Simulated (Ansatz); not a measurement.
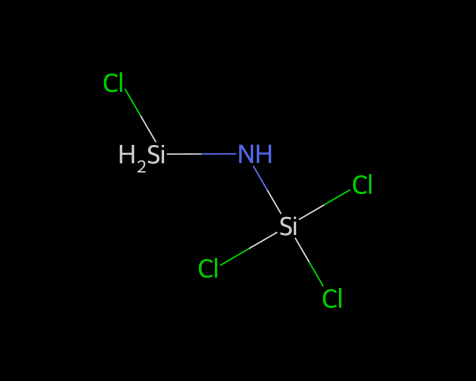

The drawing above gives the connectivity. The geometry was computed by an optimisation with PBE0-D4/def2-TZVP. No frequency run is at hand to confirm it as a minimum.

Describe the 3D structure.

The molecule is Cl₄H₃NSi₂. As SMILES it reads `Cl[SiH2]N[Si](Cl)(Cl)Cl`. It has no ring. Among its groups: Si–H bond, Si–N bond. The point group is C1. Coordination: 2 Si tetrahedral; 1 N trigonal planar.

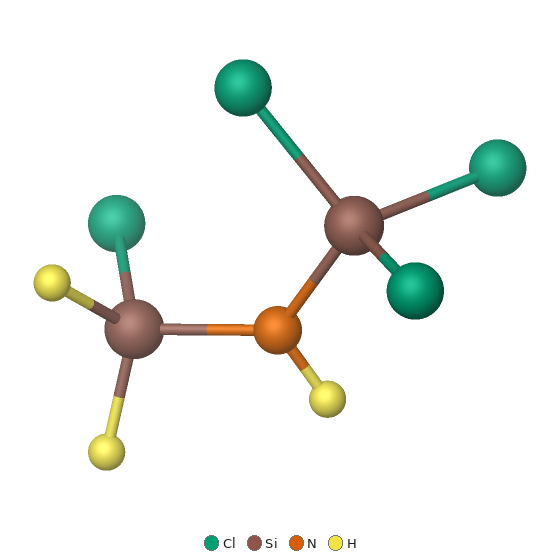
